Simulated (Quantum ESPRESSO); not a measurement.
**Convergence test for ZnGeAs₂ (P-4m2, 4 atoms in the cell)**

ZnGeAs2 is taken in the tetragonal space group P-4m2 (No. 115), Pearson symbol tP4. Cell: a = 4.046 Å, b = 4.046 Å, c = 5.752 Å, α = 90.00°, β = 90.00°, γ = 90.00°. Zn on 1b is coordinated by 4 As at 2.457 Å (tetrahedral). Ge on 1d sees 4 As at 2.507 Å (tetrahedral). As on 2g is coordinated by 2 Zn at 2.457 Å and 2 Ge at 2.507 Å (tetrahedral). (Neighbours: up to the widest gap in distance over summed covalent radii, below 1.35, at either atom; cation-cation and far metal-metal contacts left out.)

Method of the run: PBEsol, PSlibrary ultrasoft (PBE) pseudopotentials (plane waves; Quantum ESPRESSO 7.5).

The starting cell comes from a database of computed structures (which also holds hypothetical and non-ambient phases and stackings), without a prior relaxation at this level. In the base run, with a pressure of about -3 GPa the cell is away from its equilibrium volume at this level. The run gives no clean gap (levels at the Fermi energy touch, overlap or are partly filled at this smearing), which alone does not show that the compound is a metal.

Held fixed: occupations = smearing; smearing = gaussian; degauss = 0.0073499 Ry; input_dft = pbesol; K_POINTS = automatic 8 8 6 0 0 0; conv_thr = 1e-10 Ry; mixing_beta = 0.4. Moved along with it: ecutrho.

ΔF is the free energy per atom less that of the last row (100 Ry).

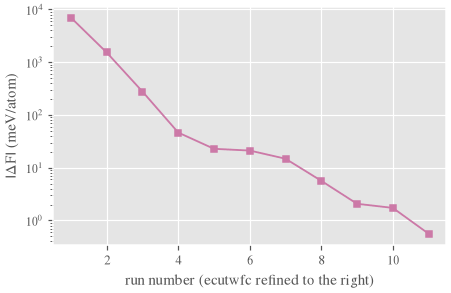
*Size of the energy error against the last run of the series; values under 0.01 meV/atom are drawn at 0.01.*

| ecutwfc | ΔF (meV/atom) | pressure (GPa) | largest force (eV/Å) | plane waves | iterations |
|---|---|---|---|---|---|
| 20 Ry | 7008.7 | -188.99 | 0.058 | 999 | 13 |
| 25 Ry | 1529.2 | -58.27 | 0.093 | 1384 | 11 |
| 30 Ry | 277.4 | -16.40 | 0.081 | 1783 | 11 |
| 35 Ry | 46.4 | -4.94 | 0.094 | 2248 | 11 |
| 40 Ry | 22.8 | -2.81 | 0.100 | 2732 | 12 |
| 45 Ry | 21.1 | -2.90 | 0.099 | 3264 | 12 |
| 50 Ry | 14.8 | -3.09 | 0.098 | 3818 | 12 |
| 57 Ry | 5.6 | -2.98 | 0.099 | 4664 | 13 |
| 65 Ry | 2.1 | -2.78 | 0.099 | 5652 | 12 |
| 75 Ry | 1.73 | -2.76 | 0.099 | 7022 | 12 |
| 88 Ry | 0.56 | -2.78 | 0.099 | 8896 | 12 |
| 100 Ry | 0.00 | -2.75 | 0.099 | 10780 | 12 |

Energy within 10 meV/atom of the last row: from ecutwfc = 57 Ry on; the one before it is off by 15 meV/atom.

Pressure within 0.5 GPa of the last row: from ecutwfc = 40 Ry on; the one before it is off by 2.2 GPa. The value it settles on is -2.7 GPa at this level of theory and with the other settings as held.
